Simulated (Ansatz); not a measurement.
Input

```
crystal:
  periodic: [false, false, false]
  atoms:
    - {symbol: Cl, position_ang: [-1.692126, -1.866471, 2.595892]}
    - {symbol: Ge, position_ang: [-0.855488, 0.723984, -0.151591]}
    - {symbol: In, position_ang: [-2.521993, 1.004994, 2.126710]}
    - {symbol: Si, position_ang: [-1.404559, -1.374569, 0.513153]}
    - {symbol: H, position_ang: [-1.883764, -2.610470, -0.184038]}
basis:
  gaussian:
    orbitals: def2-TZVPD
hamiltonian:
  xc: pbe0
output: {forces: true, orbitals: {seedname: orbitals}}
magnetization:
  spin_polarized: true
  initial_magnetization: 1
```

Command:

```sh
ansatz run input.yaml --threads 2 --pin off --max-ram 4350MiB --events-out events.jsonl --progress --plain --runs-dir runs
```

Geometry: r2SCAN-D4/def2-SVP; core potentials replace the inner electrons of In.

All numbers below come from isolated molecule in a Gaussian basis; Kohn-Sham density functional theory, functional PBE0 (Ansatz).

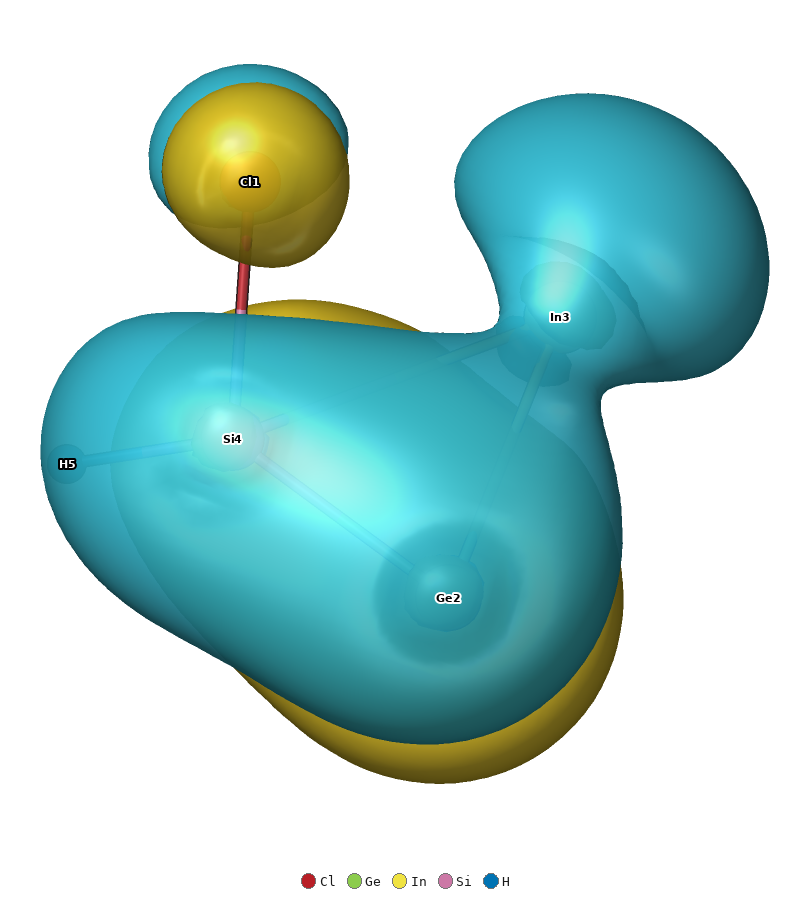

ClGeHInSi (doublet). The HOMO−1 (α) at ±0.06 Å⁻³ᐟ² (yellow and cyan are the two phases), seen across its widest extent.

**Describe this orbital and give its energy.**

Its weight (Hirshfeld) is mainly on Ge2 (about 45 %), Si4 (about 35 %) and In3 (about 20 %); π-bonding across Ge2–Si4. Its energy is −5.78 eV.
